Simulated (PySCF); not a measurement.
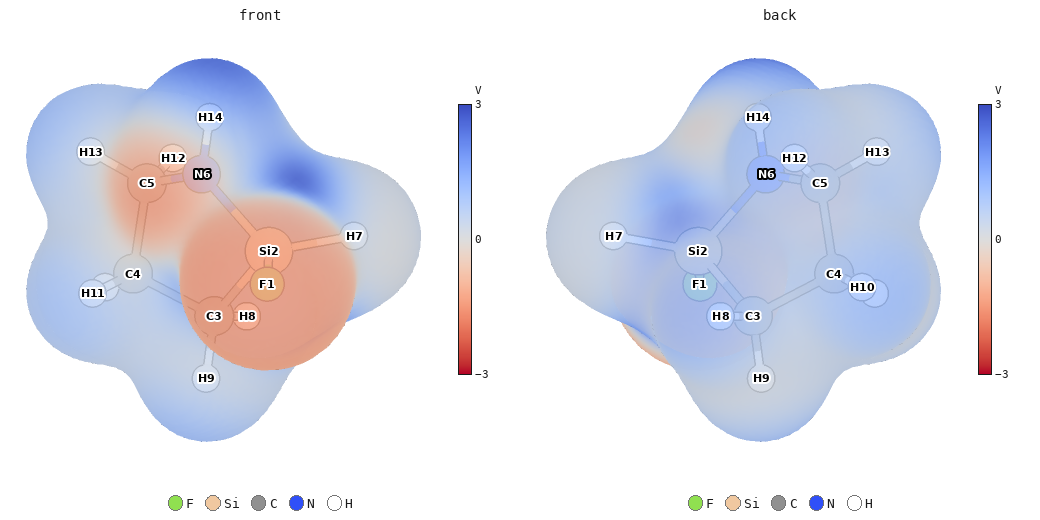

Figure 1: C3H8FNSi. The molecular electrostatic potential painted on the density surface at 0.004 e/bohr³, seen from the front and from behind; red is negative and blue positive.

Geometry: GFN2-xTB.

All numbers below come from PBE0/def2-SVPD, SCF density, gas phase (PySCF).

```xyz
14

F     0.7406    2.3028    1.3469
Si    0.4165    1.4749   -0.0031
C     1.2756   -0.2085   -0.1473
C     0.1920   -1.2062    0.2739
C    -1.1581   -0.6516   -0.1785
N    -1.1324    0.7672    0.1289
H     0.6738    2.4362   -1.0631
H     1.5698   -0.3941   -1.1799
H     2.1678   -0.3224    0.4636
H     0.3632   -2.2013   -0.1386
H     0.1848   -1.2809    1.3620
H    -1.2995   -0.8255   -1.2548
H    -1.9831   -1.1325    0.3550
H    -2.0117    1.2414    0.0127
```

Q: Describe the electrostatic potential map.

A: The most negative region (about −1.4 V, or −32 kcal/mol for a unit charge) lies over F1, the most positive (about +2.3 V, or +53 kcal/mol for a unit charge) over Si2 and H14.
